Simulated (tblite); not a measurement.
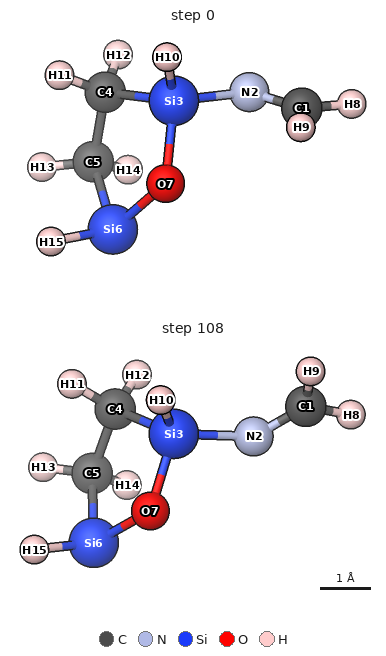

The structure of C$_{3}$H$_{8}$NOSi$_{2}$ (multiplicity 2) before (top) and after (bottom) a relaxation, at one scale.

The picture is a ball-and-stick view, seen from a free direction.

Level of theory: tblite, GFN2-xTB geometry optimisation, gas phase. 

**Summarise the run.**

Over 108 geometry steps the energy falls by 47.9 kJ/mol. The largest move after the best rigid fit is that of H9, 1.42 Å. By element the largest moves are H 1.42 Å, N 0.69 Å, Si 0.43 Å, O 0.42 Å, C 0.32 Å. Among the contacts that change: Si3–O7 1.710 → 1.629 Å, Si6–O7 1.718 → 1.652 Å, C1–N2 1.295 → 1.246 Å, C5–Si6 1.959 → 1.914 Å. Bond angles that change, for instance: C1–N2–Si3 116.6° → 132.3°, C5–Si6–H15 108.0° → 116.7°, N2–Si3–H10 113.1° → 120.2°. Groups turn about N2–Si3 by about 70°.
